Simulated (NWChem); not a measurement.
**the pair SiH2O···HCl: a chain of runs**

We compute the energy (singlet SiH3ClO, B97-D/jun-cc-pV(D+d)Z), then the energy (singlet SiH2O, B97-D/jun-cc-pV(D+d)Z), then a single-point energy (singlet HCl, B97-D/jun-cc-pV(D+d)Z), then the energy (singlet SiH2O, B97-D/jun-cc-pV(D+d)Z), then the energy (singlet HCl, B97-D/jun-cc-pV(D+d)Z) of ClH3OSi and its partners. 

The results are computed with NWChem 7.3.0.

### Step 1. The structure to begin with

SiH3ClO has 6 atoms, charge 0, and is taken as a singlet. The two molecules were placed rigidly side by side, at 1 times their contact distance; the pair isn't optimised.

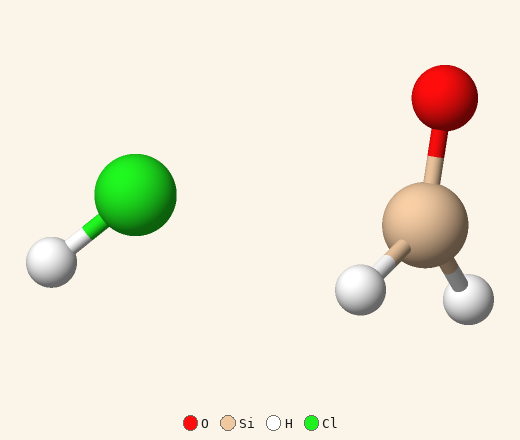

The structure, seen from a chosen angle (oxygen red, silicon light orange, hydrogen white, chlorine green).

### Step 2. A single-point energy at B97-D/jun-cc-pV(D+d)Z (run 1)

Contents of a.nw:

```
START a
TITLE "ClH3OSi"
memory 2200 mb

GEOMETRY noautosym nocenter noautoz
  O     -0.283200     0.413500     1.469520
  Si    -0.006700     0.009800     0.034920
  H      0.439900    -1.346000    -0.376180
  H     -0.150000     0.922700    -1.128280
  Cl    -3.615360    -1.340920    -0.534830
  H     -4.123410    -2.129120    -1.404280
END

BASIS spherical bse
  * library "jun-cc-pV(D+d)Z"
END

DFT
  xc becke97-d
  mult 1
  grid fine
  convergence energy 1e-08
  maxiter 100
  mulliken
  print low
END

TASK dft energy
```

On the command line:

```sh
$ nwchem a.nw > a.out
```

Standard output:

```text
[...]
 d= 0,ls=0.0,diis     1   -826.5392332102 -9.42D+02  5.85D-02  1.21D+00     2.8
[...]
 d= 0,ls=0.0,diis    11   -826.7066876014 -5.70D-09  2.49D-07  9.49D-10    21.1
         Total DFT energy =     -826.706687601436
      One electron energy =    -1372.561327297000
           Coulomb energy =      489.093372168882
    Exchange-Corr. energy =      -58.850554500878
 Nuclear repulsion energy =      115.614205199750
    Dispersion correction =       -0.002383172190
[...]
      Total Density - Mulliken Population Analysis
     ---------------------------------------------
    Atom       Charge   Shell Charges
 -----------   ------   -------------------------------------------------------
    1 O    8     8.43   2.01  0.87  0.95  0.07  2.79  1.62  0.11  0.01
    2 Si  14    13.51   2.00  2.03  0.79  0.40  0.02  6.01  1.37  0.52  0.01  0.02  0.35
    3 H    1     1.03   0.74  0.28  0.01
    4 H    1     1.03   0.74  0.28  0.01
    5 Cl  17    17.17   2.00  2.03  0.98  0.89  0.03  6.00  3.12  1.97  0.12  0.00  0.02
    6 H    1     0.82   0.69  0.08  0.05
[...]
```

It took 22 s on 1 thread of Intel Xeon 6975P-C (Granite Rapids), shared host; peak memory 0.11 GiB.

### Step 3. SiH2O: a single-point energy at B97-D/jun-cc-pV(D+d)Z (run 2)

Contents of mol.nw:

```
start mol
title "H2OSi B97-D"
memory stack 880 mb heap 220 mb global 1100 mb
geometry units angstrom noautosym nocenter noautoz
O    -0.283200    0.413500    1.469520
Si   -0.006700    0.009800    0.034920
H     0.439900   -1.346000   -0.376180
H    -0.150000    0.922700   -1.128280
end
basis spherical bse
O library "jun-cc-pV(D+d)Z"
Si library "jun-cc-pV(D+d)Z"
H library "jun-cc-pV(D+d)Z"
end
dft
xc becke97-d
mult 1
grid fine
convergence energy 1e-08
iterations 100
mulliken
print low
end
task dft
```

On the command line:

```sh
$ nwchem mol.nw > mol.out
```

Standard output:

```text
[...]
 d= 0,ls=0.0,diis     1   -365.7146341023 -4.18D+02  9.46D-02  1.06D+00     1.0
[...]
 d= 0,ls=0.0,diis    10   -365.8637206649 -2.87D-09  4.42D-07  9.51D-10     6.7
         Total DFT energy =     -365.863720664882
      One electron energy =     -610.342797224314
           Coulomb energy =      222.198390197576
    Exchange-Corr. energy =      -30.202994156298
 Nuclear repulsion energy =       52.484793796052
    Dispersion correction =       -0.001113277898
[...]
      Total Density - Mulliken Population Analysis
     ---------------------------------------------
    Atom       Charge   Shell Charges
 -----------   ------   -------------------------------------------------------
    1 O    8     8.42   2.01  0.87  0.95  0.07  2.79  1.61  0.11  0.01
    2 Si  14    13.51   2.00  2.03  0.79  0.40  0.01  6.01  1.38  0.52  0.00  0.02  0.35
    3 H    1     1.03   0.74  0.28  0.01
    4 H    1     1.03   0.74  0.28  0.01
[...]
```

Wall time 7.5 s (1 thread of Intel Xeon 6975P-C (Granite Rapids), shared host); peak memory 0.11 GiB.

### Step 4. HCl: the energy at B97-D/jun-cc-pV(D+d)Z (run 3)

Contents of input.nw:

```
start input
memory 2200 mb

geometry units bohr noautosym nocenter noautoz
  Cl -6.83204024 -2.53397156 -1.01068222
  H  -7.79211560 -4.02345369 -2.65370460
end

basis spherical bse
  * library "jun-cc-pV(D+d)Z"
end

dft
  xc becke97-d
  grid fine
  convergence energy 1e-08
  maxiter 100
  mulliken
  print low
end

task dft energy
```

On the command line:

```sh
$ nwchem input.nw > input.out
```

Standard output:

```text
[...]
 d= 0,ls=0.0,diis     1   -460.8215075990 -4.68D+02  1.53D-02  1.53D-01     0.4
[...]
 d= 0,ls=0.0,diis     8   -460.8405524249  6.88D-12  3.67D-07  3.79D-10     1.9
         Total DFT energy =     -460.840552424903
      One electron energy =     -650.108197876484
           Coulomb energy =      210.880039586030
    Exchange-Corr. energy =      -28.647146992800
 Nuclear repulsion energy =        7.034755904317
    Dispersion correction =       -0.000003045967
[...]
      Total Density - Mulliken Population Analysis
     ---------------------------------------------
    Atom       Charge   Shell Charges
 -----------   ------   -------------------------------------------------------
    1 Cl  17    17.17   2.00  2.03  0.99  0.89  0.04  6.00  3.12  1.97  0.12  0.00  0.02
    2 H    1     0.83   0.69  0.09  0.05
[...]
```

Run time: 2.5 s. Hardware: 1 thread of Intel Xeon 6975P-C (Granite Rapids), shared host; peak memory 0.1 GiB.

### Step 5. SiH2O among ghost functions: a single-point energy at B97-D/jun-cc-pV(D+d)Z (with ghost functions) (run 4)

Contents of h2osi.nw:

```
START h2osi
TITLE "H2OSi"
memory stack 880 mb heap 220 mb global 1100 mb
GEOMETRY noautosym nocenter noautoz
O    -0.283200    0.413500    1.469520
Si   -0.006700    0.009800    0.034920
H     0.439900   -1.346000   -0.376180
H    -0.150000    0.922700   -1.128280
bqCl    -3.615360    -1.340920    -0.534830
bqH     -4.123410    -2.129120    -1.404280
END
BASIS spherical bse
O library "jun-cc-pV(D+d)Z"
Si library "jun-cc-pV(D+d)Z"
H library "jun-cc-pV(D+d)Z"
bqCl library Cl "jun-cc-pV(D+d)Z"
bqH library H "jun-cc-pV(D+d)Z"
END
DFT
xc becke97-d
grid fine
convergence energy 1e-08
iterations 100
mulliken
print low
END
TASK dft energy
```

On the command line:

```sh
$ nwchem h2osi.nw > h2osi.out
```

Standard output:

```text
[...]
 d= 0,ls=0.0,diis     1   -365.7146652975 -4.18D+02  5.83D-02  1.06D+00     2.4
[...]
 d= 0,ls=0.0,diis    10   -365.8637670918 -2.95D-09  2.80D-07  9.51D-10    18.1
         Total DFT energy =     -365.863767091788
      One electron energy =     -610.342467962035
           Coulomb energy =      222.197912609689
    Exchange-Corr. energy =      -30.202892257596
 Nuclear repulsion energy =       52.484793796052
    Dispersion correction =       -0.001113277898
[...]
      Total Density - Mulliken Population Analysis
     ---------------------------------------------
    Atom       Charge   Shell Charges
 -----------   ------   -------------------------------------------------------
    1 O    8     8.42   2.01  0.87  0.95  0.07  2.79  1.61  0.11  0.01
    2 Si  14    13.52   2.00  2.03  0.79  0.40  0.02  6.01  1.38  0.52  0.01  0.02  0.35
    3 H    1     1.03   0.74  0.28  0.01
    4 H    1     1.03   0.74  0.28  0.01
    5 X    0    -0.00   0.00  0.00  0.00 -0.00 -0.00  0.00  0.00 -0.00 -0.00  0.00 -0.00
    6 X    0     0.00  -0.00  0.00  0.00
[...]
```

It took 19 s on 1 thread of Intel Xeon 6975P-C (Granite Rapids), shared host; peak memory 0.11 GiB.

### Step 6. HCl among ghost functions: the energy at B97-D/jun-cc-pV(D+d)Z (with ghost functions) (run 5)

Contents of clh.nw:

```
start clh
memory stack 880 mb heap 220 mb global 1100 mb

geometry units angstroms noautosym nocenter noautoz
   Cl   -3.615360   -1.340920   -0.534830
   H    -4.123410   -2.129120   -1.404280
   bqO     -0.283200     0.413500     1.469520
   bqSi    -0.006700     0.009800     0.034920
   bqH      0.439900    -1.346000    -0.376180
   bqH     -0.150000     0.922700    -1.128280
end

basis "ao basis" spherical bse
   Cl library "jun-cc-pV(D+d)Z"
   H library "jun-cc-pV(D+d)Z"
   bqO library O "jun-cc-pV(D+d)Z"
   bqSi library Si "jun-cc-pV(D+d)Z"
   bqH library H "jun-cc-pV(D+d)Z"
end

dft
   xc becke97-d
   grid fine
   convergence energy 1e-08
   iterations 100
   mulliken
   print low
end

task dft
```

On the command line:

```sh
$ nwchem clh.nw > clh.out
```

Standard output:

```text
[...]
 d= 0,ls=0.0,diis     1   -460.8216306937 -4.68D+02  5.73D-03  1.54D-01     2.3
[...]
 d= 0,ls=0.0,diis     8   -460.8406770010  1.65D-11  1.50D-07  4.51D-10    14.2
         Total DFT energy =     -460.840677001041
      One electron energy =     -650.106865287040
           Coulomb energy =      210.878305195432
    Exchange-Corr. energy =      -28.646870276291
 Nuclear repulsion energy =        7.034756412825
    Dispersion correction =       -0.000003045966
[...]
      Total Density - Mulliken Population Analysis
     ---------------------------------------------
    Atom       Charge   Shell Charges
 -----------   ------   -------------------------------------------------------
    1 Cl  17    17.18   2.00  2.03  0.98  0.89  0.03  6.00  3.12  1.97  0.13  0.00  0.02
    2 H    1     0.82   0.69  0.08  0.05
    3 X    0     0.00  -0.00 -0.00  0.00  0.00 -0.00  0.00 -0.00  0.00
    4 X    0    -0.01   0.00  0.00  0.00 -0.00 -0.00  0.00  0.00 -0.00 -0.00 -0.00  0.00
    5 X    0     0.00  -0.00  0.00  0.00
    6 X    0     0.00  -0.00  0.00  0.00
[...]
```

Run time: 15 s. Hardware: 1 thread of Intel Xeon 6975P-C (Granite Rapids), shared host; peak memory 0.11 GiB.

### Step 7. What came out

```
                                                                                                                quantity          value
                                                                              run 1, B97-D/jun-cc-pV(D+d)Z: total energy  -826.70669 Eh
                                                                         run 1, B97-D/jun-cc-pV(D+d)Z: dispersion energy   -6.26 kJ/mol
                                                                                                     SiH2O: total energy  -365.86372 Eh
                                                                                                SiH2O: dispersion energy   -2.92 kJ/mol
                                                                                                       HCl: total energy  -460.84055 Eh
                                                                                                  HCl: dispersion energy   -0.01 kJ/mol
                                                                               SiH2O among ghost functions: total energy  -365.86377 Eh
                                                                          SiH2O among ghost functions: dispersion energy   -2.92 kJ/mol
                                                                                 HCl among ghost functions: total energy  -460.84068 Eh
                                                                            HCl among ghost functions: dispersion energy   -0.01 kJ/mol
              interaction energy of the rigid parts SiH2O and HCl (parts in their own basis; closest atoms 3.90 Å apart)      -0.066 eV
interaction energy of the rigid parts SiH2O and HCl (parts in the whole basis, counterpoise; closest atoms 3.90 Å apart)      -0.061 eV
```

The interaction energy of the rigid parts SiH2O and HCl (parts in their own basis; closest atoms 3.90 Å apart) is −0.07 eV (−1.5 kcal/mol): the parts attract. Without counterpoise this holds the superposition error of the basis. The interaction energy of the rigid parts SiH2O and HCl (parts in the whole basis, counterpoise; closest atoms 3.90 Å apart) is −0.06 eV (−1.4 kcal/mol): the parts attract. The basis-set superposition error is 0.4 kJ/mol. Mulliken charges (run 1, B97-D/jun-cc-pV(D+d)Z) run from -0.43 on O1 to +0.49 on Si2; they depend strongly on the basis. Mulliken charges (SiH2O) run from -0.42 on O1 to +0.49 on Si2; they depend strongly on the basis.
